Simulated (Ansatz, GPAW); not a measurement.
## Dielectric function and optical constants of SrPd2N2 (model structure)

Aim: the dielectric function of SrPd2N2 (model structure), and the optical constants that follow from it. The cell was made here by substitution or stacking, whether or not such a phase is known. It was built so: All P replaced by N in the I4/mmm structure of SrP2Pd2. The cell is first relaxed with Ansatz.

Method: DFT, PBE, plane-wave PAW (GPAW data sets), scalar-relativistic, RPA, optical limit, in GPAW 26.7.0.

## 1. Starting point

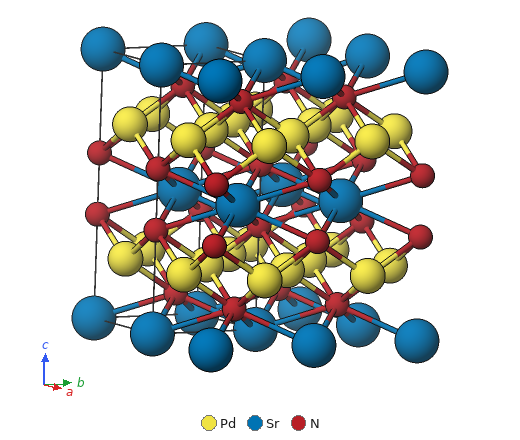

The cell as given, slightly off an axis (palladium yellow, strontium blue, nitrogen red). 2×2×1 cells are drawn. This picture shows the conventional cell, with its axes. Some periodic images of atoms are drawn too.

## 2. Relaxation

Spectra hang on bond lengths, so the cell is first brought to its minimum.

This step: DFT, PBE, plane-wave PAW, default files, scalar-relativistic, relaxation (Ansatz 0.2.0).

Input file input.yaml:

```yaml
crystal:
  lattice:
    - [-1.92048777, 1.92048777, 4.40113668]
    - [1.92048777, -1.92048777, 4.40113668]
    - [1.92048777, 1.92048777, -4.40113668]
  atoms:
    - { symbol: Pd, position: [0.25, 0.75, 0.5] }
    - { symbol: Pd, position: [0.75, 0.25, 0.5] }
    - { symbol: Sr, position: [0.0, 0.0, 0.0] }
    - { symbol: "N", position: [0.614, 0.614, 0.0] }
    - { symbol: "N", position: [0.386, 0.386, 0.0] }
kpoints:
  mp_grid: { grid: [8, 8, 8] }
scf:
  occupations: { method: fermi_dirac, width: 0.05 }
hamiltonian:
  xc: pbe
output:
  forces: true
  stress: true
relax:
  f_tol: 0.02
  max_steps: 50
  cell: {}
```

Started as:

```
$ ansatz run input.yaml --threads 1 --pin off --max-ram 4096MiB --backend cpu --events-out ev --progress --plain --runs-dir out
```

Numbers of over 12 decimals in the logs are rounded to 6 here.

Output:

```text
Engine: ansatz 0.2.0, x86_64-unknown-linux-gnu
Pseudopotentials: kind: paw
Pseudopotential: Pd, paw, valence charge 18, recommended cutoff 420 eV (normal), Pd.paw.azcp
Pseudopotential: Sr, paw, valence charge 10, recommended cutoff 420 eV (normal), Sr.paw.azcp
Pseudopotential: N, paw, valence charge 5, recommended cutoff 420 eV (normal), N.paw.azcp
Functional definition: PBE
  parameter kappa = 0.804
  parameter beta = 0.066725
  exchange = pbe_x(kappa = kappa, mu = beta*pi^2/3)
  correlation = pbe_c(beta = beta)
Crystal: 5 atoms, lattice volume = 64.930 Å³
Basis set: ecut = 420 eV, 1307 PW (Γ), exchange–correlation on 72×72×72 points (8 copies of the dense FFT grid, shifted against one another)
Bands: 34, of which v1, the nominal top of the filled ones, is band 28 counted from 1 (27 counted from 0)
Symmetry: 16 space group operations
Space group: I4/mmm (ITA 139), of the structure as read, at distance tolerance 4.0e-5 Å
k-points: 59 of 512
Non-local potential: Pd, projectors of the file, l = 0: 2, l = 1: 2, l = 2: 2, l = 3: 1
Non-local potential: Sr, projectors of the file, l = 0: 3, l = 1: 2, l = 2: 2
Non-local potential: N, projectors of the file, l = 0: 2, l = 1: 2, l = 2: 1
PAW form: soft (Blöchl's): semilocal exchange-correlation on the pseudo side does not see the compensation charge
PAW one-centre angular grid: Pd, 590 points (default); XC on 64 Gauss nodes
PAW one-centre angular grid: Sr, 110 points (default); XC on 64 Gauss nodes
PAW one-centre angular grid: N, 110 points (default); XC on 64 Gauss nodes
Initial density: superposition of atomic densities (neutral atoms: chi_scale 0, normalization atom), corrected by the library's trained network
Initial wavefunctions: pseudopotential atomic-orbital guess
Functional: x = pbe(κ = 0.804, μ = 0.219515), c = pbe(β = 0.066725)
SCF iter   1: F=—  HF=-18254.523523 eV  |F-HF|=—  |Δ(HF+E_count)|=         —  Δρ=1.23e-2  dr2=1.22e-1  ethr=1.77e-3  ⟨swp⟩=6.8  Hψ=8842  notcnv=0  defer=1
preconditioner: auto → Kerker (q_TF=auto, 2.662 Å⁻¹)  [metal: Δε(μ)=0.005 eV  Ē_g=9.939 eV  σ=0.050 eV  W_gap=0.03  n_scr=14 (ndim 8)  ℏωp=28.4 eV  f_vac=0.000  D(μ)=4.08/eV (n_scr^D=36)]
SCF iter   2: F=—  HF=-18254.512678 eV  |F-HF|=—  |Δ(HF+E_count)|=   1.08e-2  Δρ=4.31e-3  dr2=1.55e-2  ethr=2.17e-4  ⟨swp⟩=2.1  Hψ=2786  notcnv=0  defer=11
SCF iter   3: F=—  HF=-18254.510120 eV  |F-HF|=—  |Δ(HF+E_count)|=   2.56e-3  Δρ=1.40e-3  dr2=2.60e-3  ethr=2.77e-5  ⟨swp⟩=1.8  Hψ=2553  notcnv=0  defer=11
SCF iter   4: F=—  HF=-18254.509489 eV  |F-HF|=—  |Δ(HF+E_count)|=   6.31e-4  Δρ=4.65e-4  dr2=2.19e-4  ethr=4.64e-6  ⟨swp⟩=2.2  Hψ=2996  notcnv=0  defer=11
SCF iter   5: F=—  HF=-18254.509425 eV  |F-HF|=—  |Δ(HF+E_count)|=   6.44e-5  Δρ=1.06e-4  dr2=9.09e-6  ethr=3.92e-7  ⟨swp⟩=2.0  Hψ=3029  notcnv=0  defer=11
SCF iter   6: F=—  HF=-18254.509420 eV  |F-HF|=—  |Δ(HF+E_count)|=   4.89e-6  Δρ=2.61e-5  dr2=6.15e-7  ethr=1.62e-8  ⟨swp⟩=2.2  Hψ=2894  notcnv=0  defer=11
SCF iter   7: F=-18254.509420 eV  HF=-18254.509420 eV  |F-HF|=9.76e-9  |Δ(HF+E_count)|=   9.51e-8  Δρ=6.82e-6  dr2=5.11e-8  ethr=1.79e-10  ⟨swp⟩=5.0  Hψ=8094  notcnv=0
SCF 1 converged in 7 iterations: F = -18254.509420 eV  dr2 = 5.11e-8
  greatest PAW one-centre occupation: 1.000 electrons in one spin orbital (limit 2), on the Pd atom at site 1 (counted from 0), in its partial waves of l = 0
relax step   1: F+E_penalty+E_count = -18254.50942011 eV  Δ(F+E_penalty+E_count) = +0.000e0 eV  max|allowed force component| = 1.237e0 eV/Å  Δτ_max = 0.0000 Å  P = +16.268 GPa  Ω = 64.930 Å³  (7 SCF iters, dr2 threshold 1.00e-7 eV, accepted)
Crystal: 5 atoms, lattice volume = 70.791 Å³
Basis set: ecut = 420 eV, 1371 PW (Γ), exchange–correlation on 72×72×72 points (8 copies of the dense FFT grid, shifted against one another)
Initial density: handed on by an earlier stage of this run
Initial wavefunctions: those handed on with the density
iter 1 solved again at ethr=1.06e-3 eV; its pass at ethr=3.10e-3 eV (dr2=5.92e-1 eV) is discarded
SCF iter   1: F=—  HF=-18255.026725 eV  |F-HF|=—  |Δ(HF+E_count)|=         —  Δρ=2.08e-2  dr2=5.98e-1  ethr=1.06e-3  ⟨swp⟩=1.0  Hψ=9630  notcnv=0
preconditioner: auto → Kerker (q_TF=auto, 2.624 Å⁻¹)  [metal: Δε(μ)=0.013 eV  Ē_g=9.512 eV  σ=0.050 eV  W_gap=0.06  n_scr=22 (ndim 8)  ℏωp=27.2 eV  f_vac=0.000  D(μ)=4.58/eV (n_scr^D=36)]
SCF iter   2: F=—  HF=-18254.962562 eV  |F-HF|=—  |Δ(HF+E_count)|=   6.42e-2  Δρ=1.01e-2  dr2=1.69e-1  ethr=1.06e-3  ⟨swp⟩=1.9  Hψ=2128  notcnv=0
SCF iter   3: F=—  HF=-18254.933271 eV  |F-HF|=—  |Δ(HF+E_count)|=   2.93e-2  Δρ=2.44e-3  dr2=1.26e-2  ethr=3.02e-4  ⟨swp⟩=2.7  Hψ=2445  notcnv=0
SCF iter   4: F=—  HF=-18254.930155 eV  |F-HF|=—  |Δ(HF+E_count)|=   3.12e-3  Δρ=9.19e-4  dr2=9.10e-4  ethr=2.26e-5  ⟨swp⟩=2.2  Hψ=3215  notcnv=0
SCF iter   5: F=—  HF=-18254.929940 eV  |F-HF|=—  |Δ(HF+E_count)|=   2.16e-4  Δρ=3.14e-4  dr2=1.03e-4  ethr=1.62e-6  ⟨swp⟩=2.1  Hψ=3104  notcnv=0
SCF iter   6: F=—  HF=-18254.929927 eV  |F-HF|=—  |Δ(HF+E_count)|=   1.27e-5  Δρ=8.95e-5  dr2=7.02e-6  ethr=1.83e-7  ⟨swp⟩=2.0  Hψ=2805  notcnv=0
SCF iter   7: F=—  HF=-18254.929928 eV  |F-HF|=—  |Δ(HF+E_count)|=   1.29e-6  Δρ=3.30e-5  dr2=9.65e-7  ethr=1.25e-8  ⟨swp⟩=2.0  Hψ=3122  notcnv=0
SCF iter   8: F=-18254.929928 eV  HF=-18254.929928 eV  |F-HF|=1.50e-9  |Δ(HF+E_count)|=   4.71e-8  Δρ=8.43e-6  dr2=5.56e-8  ethr=8.93e-10  ⟨swp⟩=4.0  Hψ=6712  notcnv=0
SCF 2 converged in 8 iterations: F = -18254.929928 eV  dr2 = 5.56e-8
  greatest PAW one-centre occupation: 0.999 electrons in one spin orbital (limit 2), on the Pd atom at site 1 (counted from 0), in its partial waves of l = 0
relax step   2: F+E_penalty+E_count = -18254.92992819 eV  Δ(F+E_penalty+E_count) = -4.205e-1 eV  max|allowed force component| = 9.138e-1 eV/Å  Δτ_max = 0.0372 Å  P = +1.705 GPa  Ω = 70.791 Å³  energy of the carried Pulay correction = -1.025e-2 eV  (8 SCF iters, dr2 threshold 5.00e-7 eV, accepted)
Crystal: 5 atoms, lattice volume = 72.011 Å³
Basis set: ecut = 420 eV, 1413 PW (Γ), exchange–correlation on 72×72×72 points (8 copies of the dense FFT grid, shifted against one another)
iter 1 solved again at ethr=7.70e-5 eV; its pass at ethr=3.10e-3 eV (dr2=4.31e-2 eV) is discarded
SCF iter   1: F=—  HF=-18255.126951 eV  |F-HF|=—  |Δ(HF+E_count)|=         —  Δρ=1.16e-2  dr2=4.38e-2  ethr=7.70e-5  ⟨swp⟩=1.8  Hψ=10975  notcnv=0
preconditioner: auto → Kerker (q_TF=auto, 2.616 Å⁻¹)  [metal: Δε(μ)=0.005 eV  Ē_g=9.369 eV  σ=0.050 eV  W_gap=0.03  n_scr=24 (ndim 8)  ℏωp=27.0 eV  f_vac=0.000  D(μ)=3.99/eV (n_scr^D=32)]
[...]
relax step   8: F+E_penalty+E_count = -18257.23457796 eV  Δ(F+E_penalty+E_count) = -1.099e-1 eV  max|allowed force component| = 6.519e-1 eV/Å  Δτ_max = 0.0360 Å  P = -1.266 GPa  Ω = 78.806 Å³  energy of the carried Pulay correction = -2.293e-2 eV  (8 SCF iters, dr2 threshold 5.00e-7 eV, accepted)
relax step   9: F+E_penalty+E_count = -18257.25262189 eV  Δ(F+E_penalty+E_count) = -1.804e-2 eV  max|allowed force component| = 1.012e-1 eV/Å  Δτ_max = 0.0016 Å  P = +0.191 GPa  Ω = 78.695 Å³  energy of the carried Pulay correction = -2.277e-2 eV  (6 SCF iters, dr2 threshold 5.00e-7 eV, accepted)
relax step  10: F+E_penalty+E_count = -18257.25275418 eV  Δ(F+E_penalty+E_count) = -1.323e-4 eV  max|allowed force component| = 2.969e-2 eV/Å  Δτ_max = 0.0009 Å  P = +0.120 GPa  Ω = 78.676 Å³  energy of the carried Pulay correction = -2.274e-2 eV  (6 SCF iters, dr2 threshold 5.00e-7 eV, accepted)
relax step  11: F+E_penalty+E_count = -18257.25269336 eV  Δ(F+E_penalty+E_count) = +6.082e-5 eV  max|allowed force component| = 3.880e-4 eV/Å  Δτ_max = 0.0002 Å  P = +0.022 GPa  Ω = 78.744 Å³  energy of the carried Pulay correction = -2.284e-2 eV  (6 SCF iters, dr2 threshold 5.51e-8 eV, accepted)
relax step  12: F+E_penalty+E_count = -18257.36549944 eV  Δ(F+E_penalty+E_count) = -1.128e-1 eV  max|allowed force component| = 1.040e-1 eV/Å  Δτ_max = 0.0000 Å  P = +1.916 GPa  Ω = 78.744 Å³  stress off target by 3.93e0 GPa  SCF on the basis re-selected at this cell (its energy is not comparable with the rows above)  (8 SCF iters)
relax step  13: F+E_penalty+E_count = -18257.39864415 eV  Δ(F+E_penalty+E_count) = -3.314e-2 eV  max|allowed force component| = 8.264e-3 eV/Å  Δτ_max = 0.0143 Å  P = +0.813 GPa  Ω = 80.538 Å³  energy of the carried Pulay correction = -2.774e-3 eV  (7 SCF iters, dr2 threshold 5.00e-7 eV, accepted)
relax step  14: F+E_penalty+E_count = -18257.40895961 eV  Δ(F+E_penalty+E_count) = -1.032e-2 eV  max|allowed force component| = 1.566e-1 eV/Å  Δτ_max = 0.0138 Å  P = +0.190 GPa  Ω = 81.855 Å³  energy of the carried Pulay correction = -5.041e-3 eV  (7 SCF iters, dr2 threshold 5.00e-7 eV, accepted)
relax step  15: F+E_penalty+E_count = -18257.40918833 eV  Δ(F+E_penalty+E_count) = -2.287e-4 eV  max|allowed force component| = 4.749e-2 eV/Å  Δτ_max = 0.0008 Å  P = -0.037 GPa  Ω = 81.871 Å³  energy of the carried Pulay correction = -5.050e-3 eV  (6 SCF iters, dr2 threshold 5.00e-7 eV, accepted)
relax step  16: F+E_penalty+E_count = -18257.40916509 eV  Δ(F+E_penalty+E_count) = +2.325e-5 eV  max|allowed force component| = 5.725e-4 eV/Å  Δτ_max = 0.0004 Å  P = +0.001 GPa  Ω = 81.892 Å³  energy of the carried Pulay correction = -5.095e-3 eV  (6 SCF iters, dr2 threshold 1.41e-7 eV, accepted)
relax step  17: F+E_penalty+E_count = -18257.41620832 eV  Δ(F+E_penalty+E_count) = -7.043e-3 eV  max|allowed force component| = 9.504e-3 eV/Å  Δτ_max = 0.0000 Å  P = +0.027 GPa  Ω = 81.892 Å³  stress off target by 1.82e-1 GPa  SCF on the basis re-selected at this cell (its energy is not comparable with the rows above)  (7 SCF iters)
relax step  18: F+E_penalty+E_count = -18257.41632820 eV  Δ(F+E_penalty+E_count) = -1.199e-4 eV  max|allowed force component| = 4.956e-4 eV/Å  Δτ_max = 0.0015 Å  P = +0.013 GPa  Ω = 81.974 Å³  energy of the carried Pulay correction = -7.849e-5 eV  (6 SCF iters, dr2 threshold 8.28e-8 eV, accepted)
iter 1 solved again at ethr=3.94e-6 eV; its pass at ethr=3.10e-3 eV (dr2=2.21e-3 eV) is discarded
SCF iter   1: F=—  HF=-18257.416468 eV  |F-HF|=—  |Δ(HF+E_count)|=         —  Δρ=6.16e-5  dr2=1.06e-7  ethr=3.94e-6  ⟨swp⟩=3.2  Hψ=14105  notcnv=0
eigensolver tolerance schedule: the retry pair's looser diagonalisation over-reported the residual by 20739.40 of it (diagonalisation noise at an unbounded share of the residual, at the tolerance the schedule requests for it); recorded, not acted on — ethr = c·dr2/N_el stays at c = 1.0e-1
preconditioner: auto → Kerker (q_TF=auto, 2.560 Å⁻¹)  [metal: Δε(μ)=0.011 eV  Ē_g=9.548 eV  σ=0.050 eV  W_gap=0.05  n_scr=32 (ndim 8)  ℏωp=25.3 eV  f_vac=0.003  D(μ)=2.51/eV (n_scr^D=16)]
SCF iter   2: F=—  HF=-18257.416443 eV  |F-HF|=—  |Δ(HF+E_count)|=   2.56e-5  Δρ=3.14e-5  dr2=2.81e-8  ethr=1.90e-10  ⟨swp⟩=3.9  Hψ=5886  notcnv=0
SCF iter   3: F=—  HF=-18257.416449 eV  |F-HF|=—  |Δ(HF+E_count)|=   6.42e-6  Δρ=5.91e-6  dr2=6.24e-9  ethr=5.01e-11  ⟨swp⟩=2.0  Hψ=2936  notcnv=0
SCF iter   4: F=—  HF=-18257.416449 eV  |F-HF|=—  |Δ(HF+E_count)|=   2.06e-7  Δρ=1.08e-6  dr2=1.70e-9  ethr=1.11e-11  ⟨swp⟩=1.2  Hψ=2077  notcnv=0
SCF iter   5: F=—  HF=-18257.416449 eV  |F-HF|=—  |Δ(HF+E_count)|=  6.88e-10  Δρ=3.62e-7  dr2=2.26e-10  ethr=3.04e-12  ⟨swp⟩=1.1  Hψ=2014  notcnv=0
SCF iter   6: F=-18257.416449 eV  HF=-18257.416449 eV  |F-HF|=7.28e-12  |Δ(HF+E_count)|=  2.33e-10  Δρ=9.62e-8  dr2=6.82e-12  ethr=1.00e-12  ⟨swp⟩=5.0  Hψ=7656  notcnv=0
SCF 19 converged in 6 iterations: F = -18257.416449 eV  dr2 = 6.82e-12
relax step  19: F+E_penalty+E_count = -18257.41644915 eV  Δ(F+E_penalty+E_count) = -1.210e-4 eV  max|allowed force component| = 5.427e-4 eV/Å  Δτ_max = 0.0000 Å  P = +0.013 GPa  Ω = 81.974 Å³  stress off target by 3.28e-2 GPa  SCF on the basis re-selected at this cell (its energy is not comparable with the rows above)  (6 SCF iters)
basis re-selected at this cell: Δ(F+E_penalty+E_count) = -1.210e-4 eV, ΔP = -0.000 GPa vs the last step (what re-selecting the basis moved, of the pressure what is left beyond the Pulay correction that the steps carried, after the strain that the cell walked since its last selection, with what the two solves' SCF thresholds leave and, on support functions, any second-order correction that the steps lacked; it is no m [...]
SCF converged after 6 iterations
Free energy (F): -18257.416449 eV
Harris-Foulkes:  -18257.416449 eV  (|F-HF|=7.28e-12)
Internal energy: -18257.396292 eV  (E = F + TS)
E sigma→0 (E₀):  -18257.406370 eV
Entropy (-TS):   -0.020157 eV (-4.031 meV/atom)
Fermi energy:    12.195751 eV
--- Per-component energies (eV) ---
  E_band       = -570.475020
  E_kinetic    = 1532.815603
  E_local      = -6192.959495  (includes V_loc(G=0)·N_el)
  E_nonlocal   = 731.963722
  E_hartree    = 2416.318169
  E_xc         = -627.940252
  E_vxc        = -733.797295  (∫ρ·V_xc dr)
  E_paw        = -10451.257219  (= ΣΔE_a)
  E_vpaw       = -741.134550  (= ΣTr[D̂ρ^β])
  E_aug_tail   = 0.000637  (compensation charges beyond the density's cutoff)
  E_ewald      = -5666.337456
  E_smearing   = -0.020157  (= −TS)
  E_closure    = -0.000000  (closes the sum)
  Σ components = -18257.416449   (vs F -18257.416449, Δ=0.00e0)
--- Forces (eV/Å), atoms counted from 1 ---
  atom   1  Pd     0.00000000    -0.00000000     0.00000000
  atom   2  Pd    -0.00000000    -0.00000000     0.00000000
  atom   3  Sr    -0.00000000     0.00000000     0.00000000
  atom   4  N      0.00000000     0.00000000     0.00054274
  atom   5  N      0.00000000     0.00000000    -0.00054274
  max |Σ_I F_I| component: 1.04e-17 eV/Å
--- Stress (GPa, compression-positive) ---
        0.003305       0.000000      -0.000000
        0.000000       0.003305       0.000000
       -0.000000       0.000000       0.032784
  P = ⅓ Tr σ = 0.0131 GPa (0.131 kbar)
--- Relaxed structure (16 steps of the walk, 15 accepted, 3 SCFs on fresh bases) ---
  F+E_penalty+E_count = -18257.41644915 eV   max|allowed force component| = 5.427e-4 eV/Å   (the final SCF, on the basis selected at the relaxed cell)
  cell:  # Å, volume = 81.9736 Å³
    - [-1.956265, 1.956265, 5.354991]
    - [1.956265, -1.956265, 5.354991]
    - [1.956265, 1.956265, -5.354991]
  atoms:
    - { symbol: Pd, position: [0.25, 0.750000, 0.5] }
    - { symbol: Pd, position: [0.750000, 0.25, 0.5] }
    - { symbol: Sr, position: [2.351987905498393e-18, 2.3519879054983936e-18, 0] }
    - { symbol: N, position: [0.556057, 0.556057, 0] }
    - { symbol: N, position: [0.443943, 0.443943, 0] }
```

It took 91 s on 1 thread of Intel Xeon 6975P-C (Granite Rapids), shared host; peak memory 0.52 GiB.

Step by step:

```
step  energy less that of the first step (eV)  largest force component (eV/Å)  pressure (GPa)  volume (Å³)
   1                                   0.0000                          1.2365           16.27        64.93
   2                                  -0.4205                          0.9138            1.70        70.79
   3                                  -0.6137                          1.1332           -1.49        72.01
   4                                  -1.1806                          2.6904           -3.11        71.95
   5                                  -2.4521                          2.0294            4.41        72.13
   6                                   7.9420                         97.6853           70.74        75.08
   7                                  -2.6153                          1.8370            2.13        73.93
   8                                  -2.7252                          0.6519           -1.27        78.81
   9                                  -2.7432                          0.1012            0.19        78.69
  10                                  -2.7433                          0.0297            0.12        78.68
  11                                  -2.7433                          0.0004            0.02        78.74
 12*                                  -2.8561                          0.1040            1.92        78.74
  13                                  -2.8892                          0.0083            0.81        80.54
  14                                  -2.8995                          0.1566            0.19        81.86
  15                                  -2.8998                          0.0475           -0.04        81.87
  16                                  -2.8997                          0.0006            0.00        81.89
 17*                                  -2.9068                          0.0095            0.03        81.89
  18                                  -2.9069                          0.0005            0.01        81.97
 19*                                  -2.9070                          0.0005            0.01        81.97
```

Relaxation steps marked * repeat the geometry before them on a plane-wave basis chosen anew for their cell, so energy and pressure can jump there. Relaxation step 6 was tried and not accepted.

The run keeps the 16 symmetry operations that it works with, so distortions that break them were not tested.

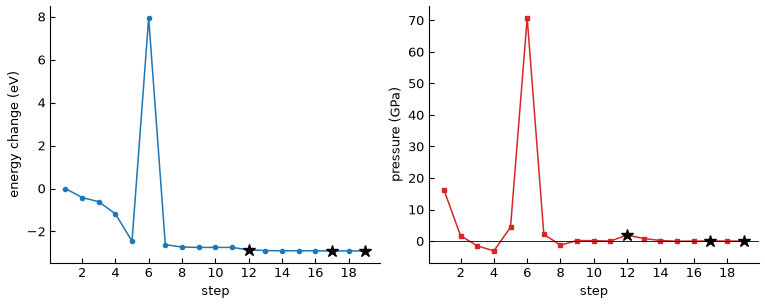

Energy and pressure along the relaxation. Stars mark steps on a basis chosen anew.

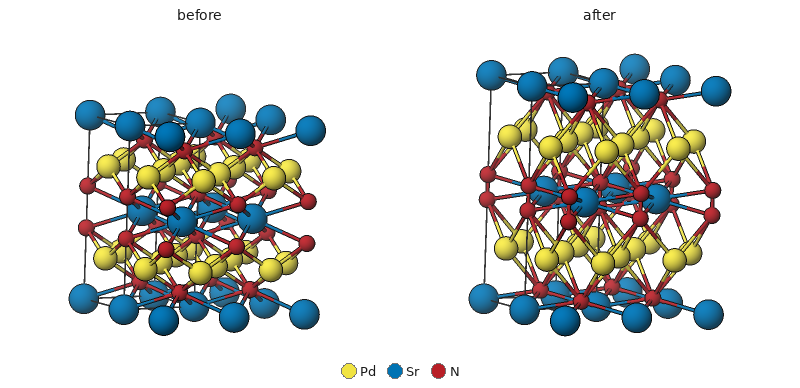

The structure before and after the relaxation, drawn at the same scale.

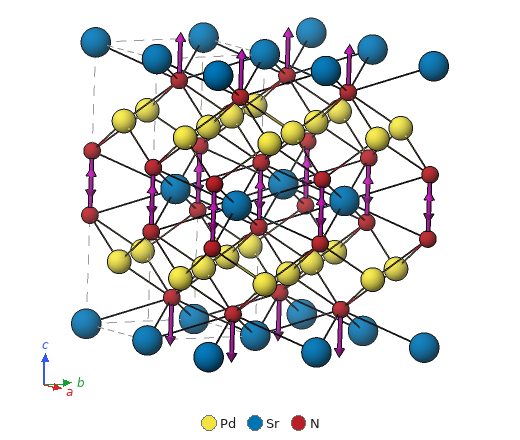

Displacements in the relaxation, exaggerated, measured against the changing cell; the longest in the cell stands for 0.62 Å. 2×2×1 conventional cells are drawn. Some periodic images of atoms are drawn too.

```
     cell as run  before   after   change
           a (Å)   5.172   6.027  +16.5 %
           b (Å)   5.172   6.027  +16.5 %
           c (Å)   5.172   6.027  +16.5 %
           α (°)  136.40  142.12   +4.2 %
           β (°)  136.40  142.12   +4.2 %
           γ (°)   63.36   54.64  -13.8 %
volume (Å³/atom)   12.99   16.39  +26.2 %
```

The atoms that moved most (Å, as changes of fractional coordinates times the final cell):

```
atom     dx     dy      dz  length
  N4  0.000  0.000  -0.621   0.621
  N5  0.000  0.000   0.621   0.621
```

Final coordinates:

```xyz
5
Lattice="-1.9563 1.9563 5.3550 1.9563 -1.9563 5.3550 1.9563 1.9563 -5.3550" Properties=species:S:1:pos:R:3 pbc="T T T"
Pd    1.9563    0.0000    2.6775
Pd    0.0000    1.9563    2.6775
Sr    0.0000    0.0000    0.0000
N     0.0000    0.0000    5.9554
N     0.0000    0.0000    4.7546
```

The relaxation ends with a largest force component of 5.4e-4 eV/Å and a pressure of 0.01 GPa.

(Continued in part 2 of 3.)

[Machine, clock and banner lines and Python warnings are left out of the logs.]

[Logs are printed without paths, hosts, clocks, repeated set-up lines and the standing remarks that a program may print on its own settings, such as how far it seeks lower states.]

[Hosts, paths, dates, database ids (printed as entryN), source tags and the programs' standing remarks are cut or masked in the printed files.]
